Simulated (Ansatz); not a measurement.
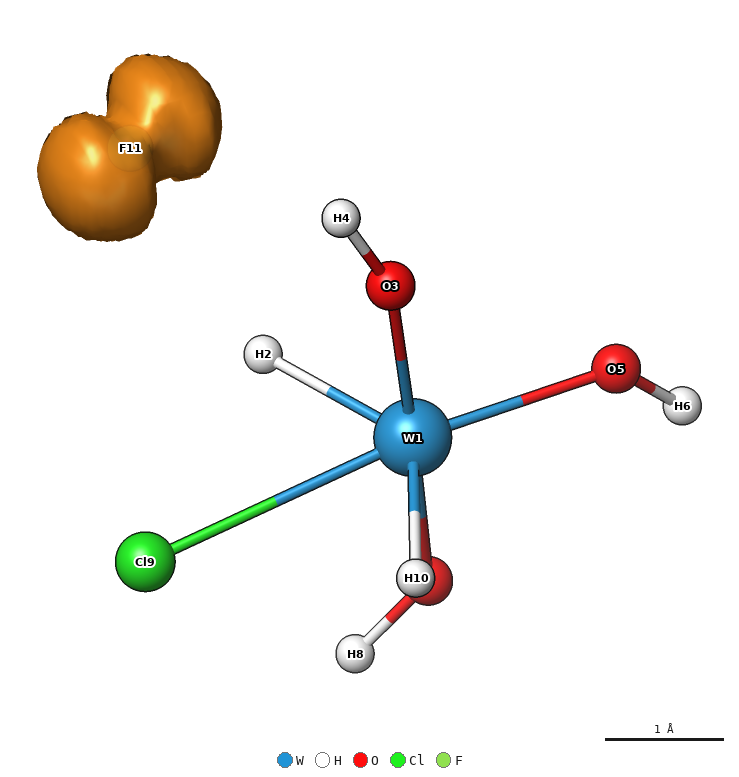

ClH₅O₃W···F (doublet). Isosurface of the spin density at +0.15 e/Å³ (orange), seen at an oblique angle.

Core potentials replace the inner electrons of W.

Level of theory: UHF/def2-SVP in Ansatz 0.2.0.

```xyz
11

W     0.0184    0.1360   -0.1162
H     0.0772   -0.4445    1.4292
O     1.8384   -0.0321   -0.1632
H     2.6926   -0.4177   -0.0506
O     0.0842    2.0061   -0.3228
H    -0.6290    2.6283   -0.3117
O    -1.8299    0.3253    0.0842
H    -2.5108   -0.3009    0.2867
Cl   -0.3886   -2.3656    0.1025
H    -0.1234   -0.6626   -1.5634
F     0.1366   -0.1234    4.2792
```

> Which atoms carry the spin?

The unpaired spin (1 electron) lies mostly on F11 (about 1.0), in electrons by Hirshfeld's partition.
